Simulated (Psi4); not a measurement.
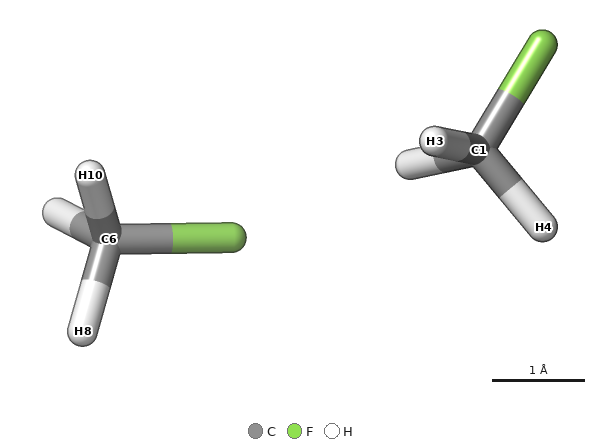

Figure 1. The structure (stick view, seen at a tilt; atoms are numbered from 1 in the order of the input). Bond lengths as drawn: C–F 1.38 Å and C–H 1.09 Å.

**Interaction calculation of C$_{2}$H$_{6}$F$_{2}$ (part 1 of 2)**

System: C$_{2}$H$_{6}$F$_{2}$, SMILES CF.CF.
Method: PBE/6-31G*, RKS, dispersion D3(0) (Psi4 1.11).

## Input (c2h6f2.dat)
```
memory 1600 MB

molecule {
  0 1
  C     -0.050720     0.032900     0.007820
  F      1.094080    -0.710500    -0.168580
  H     -0.918720    -0.626900    -0.057980
  H     -0.104820     0.796000    -0.771980
  H     -0.019820     0.508500     0.990720
  --
  0 1
  C     -1.824920     1.187800     3.870600
  F     -0.888030     1.466140     2.901530
  H     -2.692730     1.834890     3.724750
  H     -1.386660     1.371070     4.854310
  H     -2.124680     0.140690     3.787310
  symmetry c1
  no_reorient
  no_com
}

set {
  basis 6-31G*
}

energy('pbe-d3zero', bsse_type='cp')
```

Command:
```bash
psi4 -i c2h6f2.dat -o c2h6f2.out -n 1
```

## What the program printed
```
Psi4 1.11 release

  //>>>>>>>>>>>>>>>>>>>>>>>>>>>>>>>>>>>//
  //   ManyBody Setup: N-Body Levels 2 //
  //<<<<<<<<<<<<<<<<<<<<<<<<<<<<<<<<<<<//

    Model chemistry "(auto)" (§A):          3
        Number of 1-body computations:      2 (nocp: 0, cp: 2, vmfc_compute: 0)
        Number of 2-body computations:      1 (nocp: 0, cp: 1, vmfc_compute: 0)

    -----------------------------------------------------------------------
                               Psi4 1.11 release

    h
    h
    h

    -----------------------------------------------------------------------

    Memory:     1.5 GiB
    Threads:    1
                ecpint, einsums, f̶o̶r̶t̶e̶, gauxc, gcp, g̶d̶m̶a̶, geometric, g̶p̶u̶_̶d̶f̶c̶c̶,
                i̶n̶t̶e̶g̶r̶a̶t̶o̶r̶x̶x̶, i̶p̶i̶, libefp, m̶d̶i̶, m̶p̶2̶d̶, m̶r̶c̶c̶, ooo,
                o̶p̶e̶n̶f̶e̶r̶m̶i̶o̶n̶p̶s̶i̶4̶, pcmsolver, p̶s̶i̶4̶f̶o̶c̶k̶c̶i̶, p̶s̶i̶x̶a̶s̶,
                p̶y̶e̶i̶n̶s̶u̶m̶s̶, r̶e̶s̶p̶, s̶i̶m̶i̶n̶t̶, s̶n̶s̶m̶p̶2̶,
                v̶2̶r̶d̶m̶_̶c̶a̶s̶s̶c̶f̶

   => Loading Basis Set <=

    Name: 6-31G*
    Role: ORBITAL
    Keyword: BASIS

   => PBE-D3: Empirical Dispersion <=

        s6 =       1.000000
        s8 =       0.722000
       sr6 =       1.217000
    alpha6 =      14.000000
       sr8 =       1.000000

         ---------------------------------------------------------
                                   SCF
                              RKS Reference
                        1 Threads,   1525 MiB Core
         ---------------------------------------------------------

  ==> Geometry <==

    Molecular point group: c1
    Full point group: C1

    Geometry (in Bohr), charge = 0, multiplicity = 1:

       Center              X                  Y                   Z               Mass
    ------------   -----------------  -----------------  -----------------  -----------------
      Gh(C)          -0.095846909083     0.062171989528     0.014777658301    12.000000000000
      Gh(F)           2.067511559341    -1.342650412138    -0.318570030230    18.998403162730
      Gh(H)          -1.736129185981    -1.184669308050    -0.109566320754     1.007825032230
      Gh(H)          -0.198081092470     1.504221995864    -1.458830774331     1.007825032230
      Gh(H)          -0.037454371807     0.960925734795     1.872189467014     1.007825032230
         C           -3.448599000870     2.244616691819     7.314373941197    12.000000000000
         F           -1.678133491190     2.770603061579     5.483097044800    18.998403162730
         H           -5.088522229804     3.467439570341     7.038757385799     1.007825032230
         H           -2.620407629127     2.590946798831     9.173316428071     1.007825032230
         H           -4.015063304238     0.265865568591     7.156978652208     1.007825032230

  Running in c1 symmetry.

  Rotational constants: A =      0.50911  B =      0.03142  C =      0.03059 [cm^-1]
  Rotational constants: A =  15262.62396  B =    941.89428  C =    916.99983 [MHz]
  Nuclear repulsion =   37.451203244937105

  Charge       = 0
  Multiplicity = 1
  Electrons    = 18
  Nalpha       = 9
  Nbeta        = 9

  ==> Algorithm <==

  SCF Algorithm Type is DF.
  DIIS enabled.
  MOM disabled.
  Fractional occupation disabled.
  Guess Type is SAD.
  Energy threshold   = 1.00e-06
  Density threshold  = 1.00e-06
  Integral threshold = 1.00e-12

  ==> Primary Basis <==

  Basis Set: 6-31G*
    Blend: 6-31G*
    Number of shells: 36
    Number of basis functions: 72
    Number of Cartesian functions: 72
    Spherical Harmonics?: false
    Max angular momentum: 2

  ==> DFT Potential <==

   => LibXC <=

    Version 7.1.2

   => Composite Functional: PBE-D3ZERO2B <=

    PBE GGA Exchange-Correlation Functional

    Deriv               =              1
    GGA                 =           TRUE
    Meta                =          FALSE

    Exchange Hybrid     =          FALSE
    MP2 Hybrid          =          FALSE

   => Exchange Functionals <=

    1.0000     XC_GGA_X_PBE

   => Correlation Functionals <=

    1.0000     XC_GGA_C_PBE

   => LibXC Density Thresholds  <==

    XC_GGA_C_PBE:  1.00E-12
    XC_GGA_X_PBE:  1.00E-15

   => Molecular Quadrature <=

    Radial Scheme          =       TREUTLER
    Pruning Scheme         =           NONE
    Nuclear Scheme         =       TREUTLER

    Blocking Scheme        =         OCTREE
    BS radius alpha        =              1
    Pruning alpha          =              1
    Radial Points          =             75
    Spherical Points       =            302
    Total Points           =         216711
    Total Blocks           =           1661
    Max Points             =            256
    Max Functions          =             70
    Weights Tolerance      =       1.00E-15

   => Loading Basis Set <=

    Name: (6-31G* AUX)
    Role: JKFIT
    Keyword: DF_BASIS_SCF

  ==> Integral Setup <==

  DFHelper Memory: AOs need 0.019 GiB; user supplied 0.814 GiB.
  SCF_SUBTYPE=INCORE selected. In-core MEM_DF algorithm will be used.
  Using in-core AOs.

  ==> MemDFJK: Density-Fitted J/K Matrices <==

    J tasked:                   Yes
    K tasked:                    No
    wK tasked:                   No
    Memory [MiB]:               833
    Algorithm:                 Core
    Schwarz Cutoff:           1E-12
    Mask sparsity (%):      11.2269
    Fitting Condition:        1E-10

   => Auxiliary Basis Set <=

  Basis Set: (6-31G* AUX)
    Blend: CC-PVDZ-JKFIT
    Number of shells: 150
    Number of basis functions: 474
    Number of Cartesian functions: 474
    Spherical Harmonics?: false
    Max angular momentum: 3

  Cached 100.0% of DFT collocation blocks in 0.304 [GiB].

  Minimum eigenvalue in the overlap matrix is 5.9013289848E-03.
  Reciprocal condition number of the overlap matrix is 1.0286849052E-03.
    Using symmetric orthogonalization.

  ==> Pre-Iterations <==

  SCF Guess: Superposition of Atomic Densities via on-the-fly atomic UHF (no occupation information).

   -------------------------
    Irrep   Nso     Nmo
   -------------------------
     A         72      72
   -------------------------
    Total      72      72
   -------------------------

  ==> Iterations <==

                           Total Energy        Delta E     RMS |[F,P]|

   @DF-RKS iter SAD:  -139.23674138822170   -1.39237e+02   0.00000e+00
   @DF-RKS iter   1:  -139.46601481776193   -2.29273e-01   6.58998e-03 ADIIS/DIIS
   @DF-RKS iter   2:  -139.40313740889815    6.28774e-02   7.97184e-03 ADIIS/DIIS
   @DF-RKS iter   3:  -139.57637599486844   -1.73239e-01   4.55585e-04 ADIIS/DIIS
   @DF-RKS iter   4:  -139.57674244963110   -3.66455e-04   2.06081e-04 ADIIS/DIIS
   @DF-RKS iter   5:  -139.57679729551256   -5.48459e-05   9.27055e-05 DIIS
   @DF-RKS iter   6:  -139.57681251492500   -1.52194e-05   3.78755e-06 DIIS
   @DF-RKS iter   7:  -139.57681254674023   -3.18152e-08   3.33977e-07 DIIS
  Energy and wave function converged.

  ==> Post-Iterations <==

   Electrons on quadrature grid:
      Ntotal   =   18.0000023423 ; deviation = 2.342e-06

    Orbital Energies [Eh]
    ---------------------

    Doubly Occupied:

       1A    -24.244191     2A     -9.959691     3A     -1.074142
       4A     -0.625572     5A     -0.423475     6A     -0.415703
       7A     -0.415621     8A     -0.273166     9A     -0.272582

    Virtual:

      10A      0.073191    11A      0.100545    12A      0.134247
      13A      0.139925    14A      0.145652    15A      0.297330
      16A      0.314383    17A      0.338184    18A      0.475816
      19A      0.513186    20A      0.516479    21A      0.541316
      22A      0.560385    23A      0.564112    24A      0.716187
      25A      0.798911    26A      0.799111    27A      0.816517
      28A      0.927716    29A      1.010995    30A      1.012514
      31A      1.137159    32A      1.178487    33A      1.200117
      34A      1.308252    35A      1.455250    36A      1.489633
      37A      1.735409    38A      1.747225    39A      1.763974
      40A      1.774386    41A      1.940203    42A      1.987426
      43A      2.017309    44A      2.118390    45A      2.118708
      46A      2.297368    47A      2.353150    48A      2.355102
      49A      2.539636    50A      2.541264    51A      2.621163
      52A      2.776369    53A      2.781765    54A      2.912214
      55A      3.009485    56A      3.028155    57A      3.079104
      58A      3.265714    59A      3.585877    60A      3.586754
      61A      3.774580    62A      3.777276    63A      4.049743
      64A      4.162393    65A      4.282002    66A      4.710358
      67A      5.347566    68A      7.103504    69A      7.104612
      70A      7.677200    71A     23.792126    72A     47.925787

    Final Occupation by Irrep:
              A
    DOCC [     9 ]
    NA   [     9 ]
    NB   [     9 ]

  @DF-RKS Final Energy:  -139.57681254674023

   => Energetics <=

    Nuclear Repulsion Energy =             37.4512032449371048
    One-Electron Energy =                -266.6286187040630011
    Two-Electron Energy =                 106.4408211152730246
    DFT Exchange-Correlation Energy =     -16.8398358694047019
    Empirical Dispersion Energy =          -0.0003823334826744
    VV10 Nonlocal Energy =                  0.0000000000000000
    Total Energy =                       -139.5768125467402285

Computation Completed

Properties will be evaluated at   0.000000,   0.000000,   0.000000 [a0]

Properties computed using the SCF density matrix

 Multipole Moments:

 ------------------------------------------------------------------------------------
     Multipole            Electronic (a.u.)      Nuclear  (a.u.)        Total (a.u.)
 ------------------------------------------------------------------------------------

 L = 1.  Multiply by 2.5417464519 to convert [e a0] to [Debye]
 Dipole X            :         47.0733553          -47.5187886           -0.4454333
 Dipole Y            :        -44.8384151           44.7273796           -0.1110354
 Dipole Z            :       -116.1259668          116.6031695            0.4772027
 Magnitude           :                                                    0.6621647

 ------------------------------------------------------------------------------------

	total time  =          3 seconds =       0.05 minutes

    Psi4 run time: 0:00:03.20

    -----------------------------------------------------------------------
                               Psi4 1.11 release

    h
    h
    h
```
